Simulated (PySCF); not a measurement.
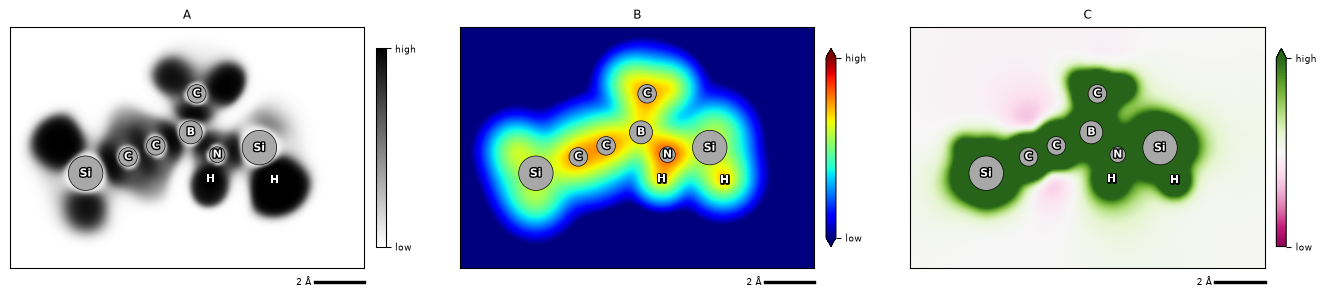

C3H10BNSi2 (SMILES CB(C#C[SiH3])N[SiH3]): 3 fields on the plane of atoms C3, B2 and N6, with unlabelled colour scales. Grey discs cover the atomic cores.

Geometry: GFN2-xTB.

Computed with PySCF 2.14.0, PBE0/pcSseg-1, SCF density, gas phase, non-relativistic.

```json
{"atom": "C", "x (Å)": "-1.0284", "y (Å)": "1.7640", "z (Å)": "-0.1158"}
{"atom": "B", "x (Å)": "-0.4649", "y (Å)": "0.2840", "z (Å)": "-0.0615"}
{"atom": "C", "x (Å)": "1.0321", "y (Å)": "0.0406", "z (Å)": "0.0574"}
{"atom": "C", "x (Å)": "2.2241", "y (Å)": "-0.1648", "z (Å)": "0.1535"}
{"atom": "Si", "x (Å)": "4.0393", "y (Å)": "-0.4543", "z (Å)": "0.3051"}
{"atom": "N", "x (Å)": "-1.3280", "y (Å)": "-0.8253", "z (Å)": "-0.0951"}
{"atom": "Si", "x (Å)": "-3.0637", "y (Å)": "-0.9001", "z (Å)": "-0.2092"}
{"atom": "H", "x (Å)": "-1.1282", "y (Å)": "2.1590", "z (Å)": "0.8950"}
{"atom": "H", "x (Å)": "-0.3617", "y (Å)": "2.4393", "z (Å)": "-0.6478"}
{"atom": "H", "x (Å)": "-2.0103", "y (Å)": "1.8176", "z (Å)": "-0.5800"}
{"atom": "H", "x (Å)": "4.3588", "y (Å)": "-0.6422", "z (Å)": "1.7247"}
{"atom": "H", "x (Å)": "4.7575", "y (Å)": "0.7069", "z (Å)": "-0.2303"}
{"atom": "H", "x (Å)": "4.3906", "y (Å)": "-1.6597", "z (Å)": "-0.4549"}
{"atom": "H", "x (Å)": "-0.8728", "y (Å)": "-1.7252", "z (Å)": "-0.0377"}
{"atom": "H", "x (Å)": "-3.6646", "y (Å)": "-0.1238", "z (Å)": "0.8784"}
{"atom": "H", "x (Å)": "-3.5012", "y (Å)": "-0.3807", "z (Å)": "-1.5093"}
{"atom": "H", "x (Å)": "-3.3856", "y (Å)": "-2.3235", "z (Å)": "-0.0826"}
```

Q: The panels show electron density, electron localisation function and electrostatic potential in some order. Assign them.

A: Panel A: electron localisation function. Panel B: electron density. Panel C: electrostatic potential (strongly positive close to the atoms, with negative regions outside electron-rich atoms). From the grid: C–C (1.21 Å): the density is about 2.8 e/Å³ at the midpoint; the ELF peaks at about 0.85 between the atoms; a multiple bond. B–N (1.41 Å): ρ at the midpoint is about 1.9 e/Å³; the ELF peaks at about 0.90 between the atoms; a polar covalent bond.
